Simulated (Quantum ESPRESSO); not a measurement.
One Mo site of MoS$_{2}$ in P6₃/mmc, with the coupling taken from PBE PAW (JTH datasets; density from pw.x of a modified build of Quantum ESPRESSO, gradients reconstructed from it by a script) (|Q| = 0.022 barn). Geometry: a computed entry of the Materials Project; it was not checked against measured cells. It is MoS2 in P6₃/mmc. Stability against distortions was not tested. The layers lie 3.6 Å apart; this gap hangs on dispersion, and neither it nor the stacking was checked against the measured crystal. The run has no spin polarisation. Cores are frozen. Against all-electron runs on small test molecules, this scheme's |Vzz| missed by +6 % on Mo, −3 % on S.

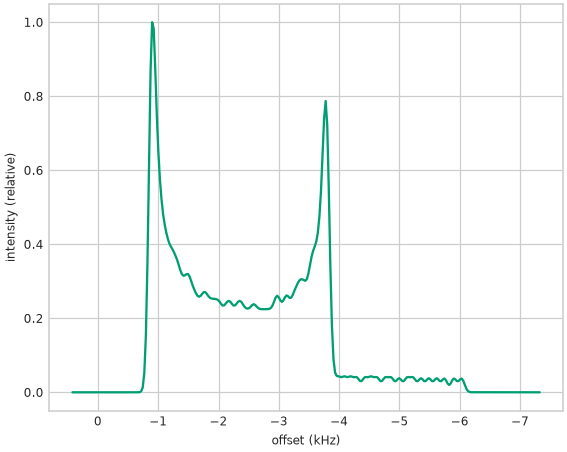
*Simulated fast-MAS powder pattern of the ⁹⁵Mo central transition at 18.8 T (Larmor frequency ν0 = 52.4 MHz, I = 5/2), second-order quadrupolar broadening alone, zero at the isotropic chemical shift*

Problem. Estimate |C_Q| and η_Q from the pattern.

Solution. 
|C_Q| ≈ 4.6 MHz and η_Q ≈ 0.0. The pattern runs from -6.10 to -0.872 kHz before smoothing, a width that goes as C_Q²/ν0, with its centre of gravity at -2.44 kHz.
